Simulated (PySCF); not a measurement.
| atom | x (Å) | y (Å) | z (Å) |
| --- | --- | --- | --- |
| O | -0.3224 | -0.8482 | 0.0471 |
| C | 0.3912 | 0.0899 | 0.0256 |
| Cl | 2.1532 | -0.0094 | 0.0101 |
| H | 0.0752 | 1.1531 | 0.0157 |

Geometry: PBE0-D3(BJ)/def2-SVP.

Method: PBE0/pcSseg-1, SCF density, gas phase, non-relativistic in PySCF.

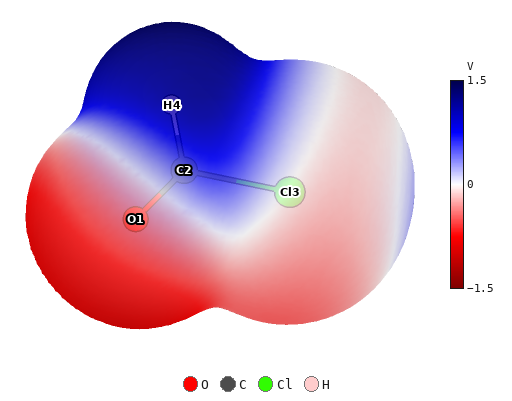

CHClO (formyl chloride). The molecular electrostatic potential painted on the density surface at 0.001 e/bohr³, seen at a tilt; red is negative and blue positive.

Question: Describe the electrostatic potential map.

Answer: The most negative region (about −1.0 V, or −23 kcal/mol for a unit charge) lies over O1, the most positive (about +1.5 V, or +35 kcal/mol for a unit charge) over H4. Cl3 shows a σ-hole: about +0.3 V at the tip opposite its bond, against about −0.1 V on its flanks.

Question: What dipole moment does the calculation give?

Answer: Its dipole moment is 1.93 D.
